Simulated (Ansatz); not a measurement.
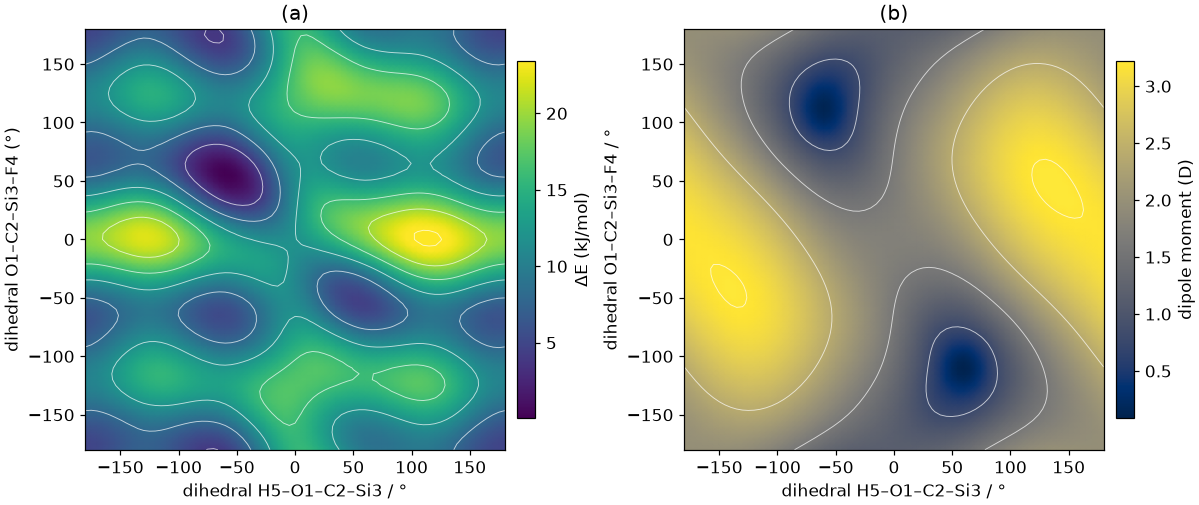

CH₅FOSi, SMILES OC[SiH2]F. The first coordinate is: dihedral H5–O1–C2–Si3; the second: dihedral O1–C2–Si3–F4. Nothing is relaxed (all other coordinates rigid). Grid: 15 × 15 points. All energies are given in kJ/mol relative to the relaxed molecule at the same level. Method: Ansatz 0.2.0, RKS PBE0-D4/def2-TZVP.

Panel (a) is the energy and panel (b) the computed dipole moment on the same grid.

In the figure: a smooth colour map with a few white contour lines. Between grid points the surface is interpolated.

Q: How does the dipole moment vary over the map, and what is it at the lowest grid point?

A: Leaving out the highest fifth of the energies, it runs from 0.09 D at dihedral H5–O1–C2–Si3 = 60°, dihedral O1–C2–Si3–F4 = −108° to 3.23 D at dihedral H5–O1–C2–Si3 = 132°, dihedral O1–C2–Si3–F4 = 60°. At the lowest grid point, dihedral H5–O1–C2–Si3 = −60°, dihedral O1–C2–Si3–F4 = 60°, it is 1.13 D.

```tsv
dihedral O1–C2–Si3–F4 ↓, dihedral H5–O1–C2–Si3 →	−180	−156	−132	−108	−84	−60	−36	−12	12	36	60	84	108	132	156
156	2.04	1.88	1.70	1.45	1.12	0.86	0.87	1.09	1.32	1.55	1.81	2.09	2.28	2.31	2.21
132	2.21	1.93	1.61	1.22	0.74	0.37	0.67	1.13	1.49	1.81	2.13	2.44	2.63	2.63	2.47
108	2.45	2.10	1.71	1.24	0.66	0.14	0.67	1.24	1.68	2.03	2.37	2.69	2.89	2.91	2.74
84	2.71	2.37	1.98	1.51	0.99	0.63	0.86	1.34	1.79	2.16	2.52	2.86	3.08	3.12	2.98
60	2.95	2.67	2.33	1.91	1.46	1.13	1.15	1.45	1.82	2.18	2.55	2.89	3.14	3.23	3.15
36	3.10	2.92	2.66	2.32	1.91	1.57	1.47	1.59	1.81	2.09	2.44	2.80	3.08	3.22	3.21
12	3.17	3.09	2.93	2.65	2.28	1.92	1.72	1.71	1.78	1.93	2.22	2.59	2.91	3.11	3.19
−12	3.16	3.18	3.11	2.89	2.56	2.19	1.91	1.76	1.71	1.73	1.94	2.29	2.65	2.92	3.08
−36	3.08	3.20	3.20	3.05	2.76	2.39	2.05	1.78	1.57	1.46	1.57	1.91	2.30	2.64	2.89
−60	2.91	3.12	3.20	3.10	2.85	2.50	2.14	1.78	1.42	1.12	1.11	1.45	1.89	2.29	2.63
−84	2.68	2.95	3.08	3.02	2.80	2.46	2.11	1.74	1.29	0.81	0.60	0.97	1.48	1.94	2.33
−108	2.41	2.70	2.86	2.83	2.62	2.31	1.97	1.62	1.19	0.62	0.09	0.68	1.23	1.68	2.07
−132	2.18	2.43	2.58	2.56	2.36	2.06	1.75	1.45	1.09	0.65	0.42	0.80	1.25	1.61	1.90
−156	2.02	2.17	2.26	2.21	2.01	1.74	1.49	1.28	1.08	0.90	0.93	1.20	1.50	1.72	1.87
−180	1.97	1.97	1.94	1.81	1.59	1.34	1.19	1.16	1.17	1.23	1.41	1.66	1.88	1.98	1.99
```
